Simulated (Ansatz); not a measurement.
A computed series for PbTe: response to strain

Start from PbTe in the rock salt structure (space group Fm-3m, No. 225; a = 6.569 Å).

Strains are applied to the cell and any free atomic positions relax.

Level of theory: PBE/PAW in Ansatz (a program for electronic structure), scalar-relativistic without spin-orbit coupling, earlier PAW set.

Notes on the quantities. energy relative to the base: free energy F.

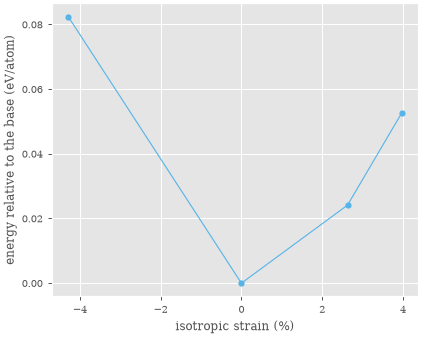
*Energy relative to the base against isotropic strain*

```json
[
 {"isotropic strain (%)": "-4.29", "energy relative to the base": "+82 meV/atom"},
 {"isotropic strain (%)": "2.63", "energy relative to the base": "+24 meV/atom"},
 {"isotropic strain (%)": "3.97", "energy relative to the base": "+53 meV/atom"}
]
```

Whether these cells are dynamically stable was not tested.
